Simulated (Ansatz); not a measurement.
# quartet CH2NOSi: levels of theory compared

Wanted: a comparison of 5 runs (UB3LYP/6-311+G**, UCAM-B3LYP/6-311+G**, UPBE/6-311+G**, UCCSD/6-311+G**, UCCSD(T)/6-311+G**) of quartet CH2NOSi. 

The results are computed with Ansatz 0.2.0.

93 further runs of the same task are left out: 93 set aside as unsound or not needed.

**1. The system as given**

CH2NOSi has 6 atoms, charge 0, and is taken as a quartet. SMILES of the parent species: `O=C=N[SiH2]`. The coordinates come from a PBE0-D4/def2-TZVP relaxation. That shape belongs to the parent species and isn't relaxed for this state.

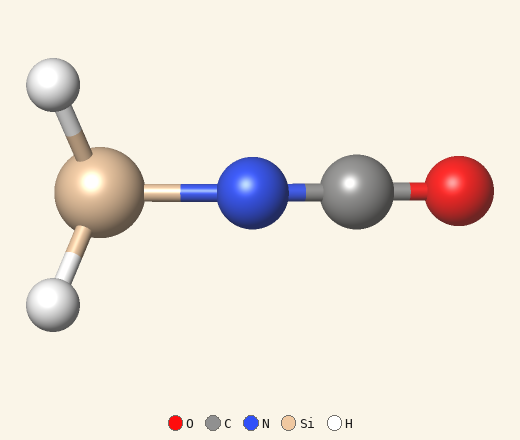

The structure, seen from a chosen angle (oxygen red, carbon grey, nitrogen blue, silicon light orange, hydrogen white).

**2. The energy at UB3LYP/6-311+G(d,p) (run 1)**

input.yaml

```yaml
crystal:
  periodic: [false, false, false]
  atoms:
    - {symbol: O, position_ang: [1.089700, -2.025700, 1.610400]}
    - {symbol: C, position_ang: [0.648500, -1.177800, 0.945400]}
    - {symbol: "N", position_ang: [0.216300, -0.284900, 0.279200]}
    - {symbol: Si, position_ang: [-0.683300, 0.591600, -0.875300]}
    - {symbol: H, position_ang: [0.261300, 1.214200, -1.839100]}
    - {symbol: H, position_ang: [-1.490500, 1.618700, -0.166800]}
basis:
  gaussian:
    orbitals: 6-311+G_st__st_-spherical.json
total_charge: 0
magnetization:
  spin_polarized: true
  initial_magnetization: 3
hamiltonian:
  xc: {name: B3LYP}
accuracy: high
output: {orbitals: {seedname: orbitals}}
```

The basis set 6-311+G** is read from a file made from the Basis Set Exchange's data (not shown).

On the command line:

```sh
$ ansatz run input.yaml --threads 1 --pin off --max-ram 3480MiB --events-out events.jsonl --progress --plain --runs-dir runs
```

Output:

```text
Warning: RAYON_NUM_THREADS=1 ignored (pool sized by the plan → 1); use --threads N
Functional definition: B3LYP
  name "B3LYP"
  parameter a0 = 0.2
  parameter ax = 0.72
  parameter ac = 0.81
  exchange = (1 - a0 - ax)*slater_x + ax*b88_x + a0*exact_x
  correlation = (1 - ac)*vwn_rpa_c + ac*lyp_c
1828 factors; integrals over basis functions are off by at most 6.0e-9 eV
mean field evaluation 1: about -12464.5404 eV, gradient 5.4e1 eV
mean field evaluation 2: about -12329.0320 eV, gradient 1.4e2 eV
mean field evaluation 4: about -12465.4756 eV, gradient 5.1e1 eV
mean field evaluation 8: about -12478.8011 eV, gradient 4.3e-1 eV
mean field evaluation 16: about -12478.9791 eV, gradient 2.4e-3 eV
mean field evaluation 32: about -12478.9791 eV, gradient 2.7e-4 eV
mean field evaluation 64: about -12478.9307 eV, gradient 4.1e-1 eV
mean field evaluation 96: about -12478.8585 eV, gradient 1.4e0 eV
mean field -12478.97912918 eV, -458.5940244416 hartree, gradient 6.1e-8 eV, S^2 3.757074; 8 other end points of the search recorded, 0 dependent functions left out
reference -12478.97916737 eV, -458.5940258450 hartree; 20, 17 occupied and 88, 91 virtual orbitals, 1828 factors
Total energy: -12478.97916737 eV, -458.5940258450 hartree
```

Wall time 50 s (1 thread of Arm Neoverse V1, shared host); peak memory 0.42 GiB.

**3. The energy at UCAM-B3LYP/6-311+G(d,p) (run 2)**

in.yaml

```yaml
crystal:
  periodic: [false, false, false]
  atoms:
    - {symbol: O, position_ang: [1.089700, -2.025700, 1.610400]}
    - {symbol: C, position_ang: [0.648500, -1.177800, 0.945400]}
    - {symbol: "N", position_ang: [0.216300, -0.284900, 0.279200]}
    - {symbol: Si, position_ang: [-0.683300, 0.591600, -0.875300]}
    - {symbol: H, position_ang: [0.261300, 1.214200, -1.839100]}
    - {symbol: H, position_ang: [-1.490500, 1.618700, -0.166800]}
basis:
  gaussian:
    orbitals: 6-311+G_st__st_-spherical.json
magnetization:
  spin_polarized: true
  initial_magnetization: 3
hamiltonian:
  xc: {name: CAM-B3LYP}
accuracy: high
output: {orbitals: {seedname: orbitals}}
```

The basis set 6-311+G** is read from a file made from the Basis Set Exchange's data (not shown).

On the command line:

```sh
$ ansatz run in.yaml --threads 1 --pin off --max-ram 3480MiB --events-out events.jsonl --progress --plain --runs-dir runs
```

Output, cut to the lines that bear on the results:

```text
Warning: RAYON_NUM_THREADS=1 ignored (pool sized by the plan → 1); use --threads N
Functional definition: CAM-B3LYP
  name "CAM-B3LYP"
[...]
1828 factors; integrals over basis functions are off by at most 6.0e-9 eV
446 factors; integrals over basis functions are off by at most 2.2e-9 eV
[...]
mean field -12476.54586884 eV, -458.5046037735 hartree, gradient 8.4e-8 eV, S^2 3.758288; 6 other end points of the search recorded, 0 dependent functions left out
reference -12476.54588762 eV, -458.5046044634 hartree; 20, 17 occupied and 88, 91 virtual orbitals, 1828 factors
Total energy: -12476.54588762 eV, -458.5046044634 hartree
```

It took 44 s on 1 thread of Arm Neoverse V1, shared host; peak memory 0.49 GiB.

Runs 3 to 4 aren't shown in full; the table further down has their settings and results.

**4. The energy at UCCSD(T)/6-311+G(d,p) (run 5)**

input.yaml

```yaml
crystal:
  periodic: [false, false, false]
  atoms:
    - {symbol: O, position_ang: [1.089700, -2.025700, 1.610400]}
    - {symbol: C, position_ang: [0.648500, -1.177800, 0.945400]}
    - {symbol: N, position_ang: [0.216300, -0.284900, 0.279200]}
    - {symbol: Si, position_ang: [-0.683300, 0.591600, -0.875300]}
    - {symbol: H, position_ang: [0.261300, 1.214200, -1.839100]}
    - {symbol: H, position_ang: [-1.490500, 1.618700, -0.166800]}
basis:
  gaussian:
    orbitals: 6-311+G_st__st_-spherical.json
scf:
  omitted_lower_state_checks: [cluster_reference, increment]
magnetization:
  spin_polarized: true
  initial_magnetization: 3
correlation:
  method: ccsd_t
  frozen_orbitals: {C: 1, H: 0, "N": 1, O: 1, Si: 5}
accuracy: high
```

The basis set 6-311+G** is read from a file made from the Basis Set Exchange's data (not shown).

On the command line:

```sh
$ ansatz run input.yaml --threads 1 --pin off --max-ram 3480MiB --events-out events.jsonl --progress --plain --runs-dir runs
```

Output:

```text
Warning: RAYON_NUM_THREADS=1 ignored (pool sized by the plan → 1); use --threads N
[... 20 lines left out ...]
8 core orbitals not correlated: weight in the atoms' cores, before any rotation towards them, 1.000 or more for the frozen orbitals, at most 0.000 for the correlated occupied ones
[... 65 lines left out ...]
Total energy: -12453.98322348 eV, -457.6754418497 hartree
Checks for a lower state left out: cluster_reference, increment
```

Run time: 4.8 min. Hardware: 1 thread of Arm Neoverse V1, shared host; peak memory 1.7 GiB.

**5. Overview of the runs**

```
run                 level  frozen core orbitals  energy (Eh)  HOMO energy (eV)   ⟨S²⟩  wall time
  1      UB3LYP/6-311+G**                     –  -458.594026             -1.89  3.757       50 s
  2  UCAM-B3LYP/6-311+G**                     –  -458.504604             -3.38  3.758       44 s
  3        UPBE/6-311+G**                     –  -458.249639             -1.80  3.753       29 s
  4       UCCSD/6-311+G**                     8  -457.652529                 –  3.777    4.9 min
  5    UCCSD(T)/6-311+G**                     8  -457.675442                 –  3.777    4.8 min
```

**6. Results**

| quantity | value |
| --- | --- |
| run 5: total energy | -457.67544 Eh |
| run 5: correlation energy (8 core orbitals frozen) | -583.7 mEh |
| run 5: (T) correction | -22.91 mEh |
| run 5: ⟨S²⟩ of the reference determinant | 3.777 |
| run 5: T1 diagnostic | 0.029 |

Totals of different functionals can't be ranked against each other. All runs together took 12 min, the longest 4.9 min.
